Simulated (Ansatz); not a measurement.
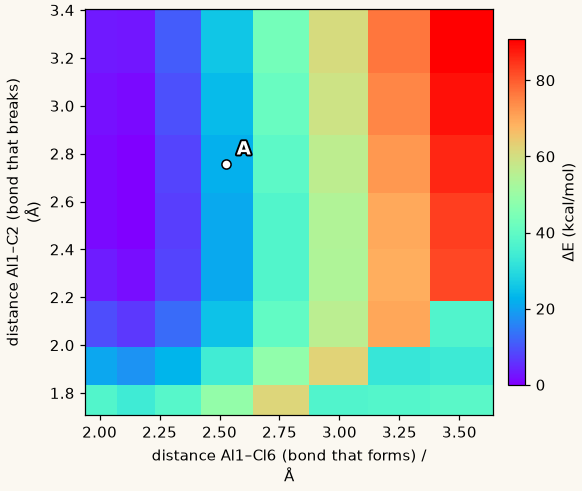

The reacting system CH₄AlClF₂ (fragments CH₃AlF₂ + ClH where the first distance is long, AlClF₂ + CH₄ where the second is long). The first coordinate is: distance Al1–Cl6 (bond that forms); the second: distance Al1–C2 (bond that breaks). Relaxed at each point: all other coordinates. The grid has 8 × 8 points. Points are written as (first, second). Energies are in kcal/mol, from the lowest grid point. Energies and slopes of some neighbouring points disagree (a jump in structure or state, or too coarse a mesh). The reference is spin-restricted, so regions where a bond is pulled apart into radicals lie too high. Computed with Ansatz, RKS B3LYP-D4/def2-SVP.

Drawn: one coloured cell a grid point, the point A.

Question: Is A at rest? If not, where is it pushed?

Answer: A, at (2.527 Å, 2.758 Å), is not a stationary point. The computed force is 74 kcal/mol for each Å towards smaller values of the first coordinate and 6.3 kcal/mol for each Å towards smaller values of the second coordinate.
